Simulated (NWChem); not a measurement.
**Converging the integration grid for CClF2 (chlorodifluoromethyl radical)**

CClF2: 4 atoms, total charge 0, spin state doublet. As SMILES, `F[C](F)Cl`. The coordinates come from a PBE0-D4/def2-TZVP relaxation. The run starts from this shape.

```xyz
4

F     0.0768    1.0527    1.0805
C    -0.3230    0.4196    0.0000
F     0.0768    1.0527   -1.0805
Cl    0.0327   -1.2627    0.0000
```

Program: NWChem 7.3.0. Method: UPBE0/def2-SVP. Swept: integration grid. Watched: the total energy. Each run: an optimisation. Hardware: 1 thread of AMD EPYC 9R14 (Zen 4), shared host.

Deviations are taken from the sweep's last point, which isn't the limit.

```
integration grid  energy (Eh)  from the best (mEh)  wall time
         xcoarse  -697.210519               -0.803       12 s
          coarse  -697.209729               -0.013       13 s
          medium  -697.209716                0.000       15 s
            fine  -697.209716                0.000       20 s
           xfine  -697.209716                0.000       37 s
```

**Question.** Which is the coarsest setting good to 0.1 mEh?

**Answer.** coarse: it is 0.013 mEh off and takes 13 s, against 37 s for xfine.

**Question.** For a target of 0.01 mEh, where can one stop?

**Answer.** medium: it is 0.000 mEh off and takes 15 s, against 37 s for xfine.

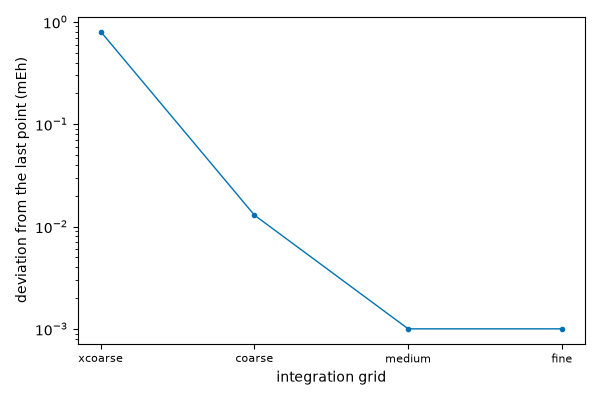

Absolute deviation from the last point of the sweep; values under 0.001 mEh are drawn at that floor.
